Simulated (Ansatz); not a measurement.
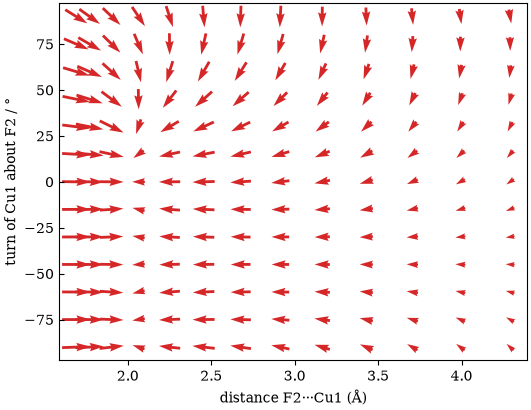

CuFH, charge +1. 
- The turn is about an axis along (−0.69, 0.72, 0.00) in the frame of the relaxed pair, normal to the line between the partners.
- First axis: distance F2···Cu1. Second axis: turn of Cu1 about F2.
- The grid has 13 × 13 points.
- Points are written as (first, second).
- Computed with RKS r2SCAN0-D4/def2-TZVPD in Ansatz 0.2.0.

The picture shows arrows along the force (downhill), their lengths compressed.

Question: The arrows alone are given. Where are the wells?

Answer: The arrows converge at about (2.013 Å, 0°); about (2.02 Å, −82°) (0.05 kcal/mol up) (read from the interpolated surface).

The energy map of the same scan:

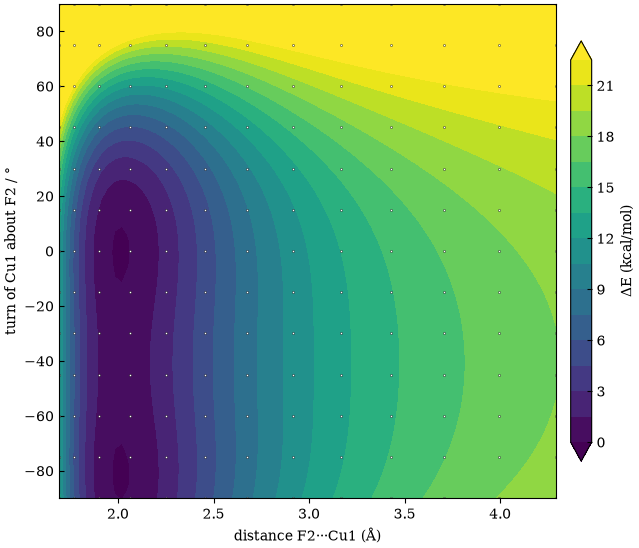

Energies are in kcal/mol, from the lowest grid point; between grid points the surface is interpolated.
